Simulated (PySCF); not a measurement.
The calculation's input:

```
{"job": {"kind": "nmr", "xc": "PBE0", "basis": "pcSseg-1"}, "charge": 0, "multiplicity": 1}
C     -2.438642     0.686649    -0.105786
C     -1.324927     0.420045     0.906795
C     -0.242679    -0.440874     0.296589
C      0.840541     0.151376    -0.246841
O      1.852327    -0.457259    -0.859384
C      2.919271     0.361003    -1.289887
C     -0.528075    -1.861636     0.331395
O     -1.463367    -2.385060     0.858415
Cl     0.652164    -2.890500    -0.501564
H     -2.874695    -0.252078    -0.435530
H     -3.220881     1.291257     0.345358
H     -2.047910     1.212579    -0.974152
H     -1.744188    -0.104375     1.765594
H     -0.901036     1.365374     1.248039
H      0.904185     1.236946    -0.185677
H      3.569063    -0.275308    -1.886989
H      3.478975     0.753868    -0.435886
H      2.561115     1.194312    -1.901185
```

Command:

```sh
OMP_NUM_THREADS=1 python probes_run.py task.json out
```

Geometry: GFN2-xTB.

Computed with PBE0/pcSseg-1, SCF density, gas phase, non-relativistic (PySCF).

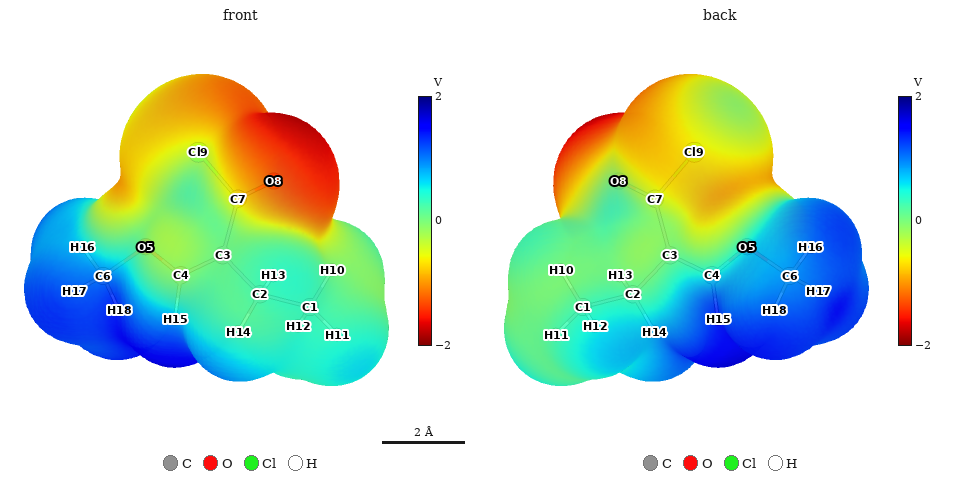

C6H9ClO2 (SMILES CC/C(=C/OC)C(=O)Cl). The electrostatic potential painted on the density surface at 0.002 e/bohr³, seen from the front and from behind; red is negative and blue positive.

### Describe the electrostatic potential map.

The most negative region (about −1.8 V) lies over O8, the most positive (about +1.6 V) over H15. O8 is the likeliest acceptor of a hydrogen bond.

### What dipole moment does the calculation give?

Its dipole moment is 6.00 D.
